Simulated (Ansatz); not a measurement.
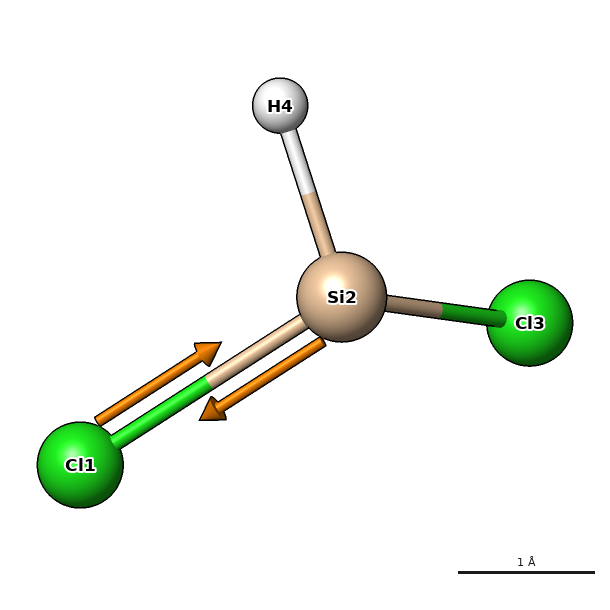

Arrows show the forces on the atoms, 0.4 Å of arrow for 1 eV/Å; forces under a tenth of the largest aren't drawn. State: neutral, doublet. Level of theory: PBE0-D4/def2-TZVP (Ansatz 0.2.0).

Along which bond is the force strongest?

Answer. Cl1–Si2, now 2.379 Å: the forces pull its atoms together, so a first step downhill shortens it.

List the force components in the frame of the picture (x right, y up, z towards the viewer), in eV/Å.

| atom | Fx | Fy | Fz |
| --- | --- | --- | --- |
| Cl1 | 2.31 | 1.48 | 0.73 |
| Si2 | −2.31 | −1.48 | −0.73 |
| Cl3 | 0.00 | 0.00 | 0.00 |
| H4 | 0.00 | 0.00 | 0.00 |
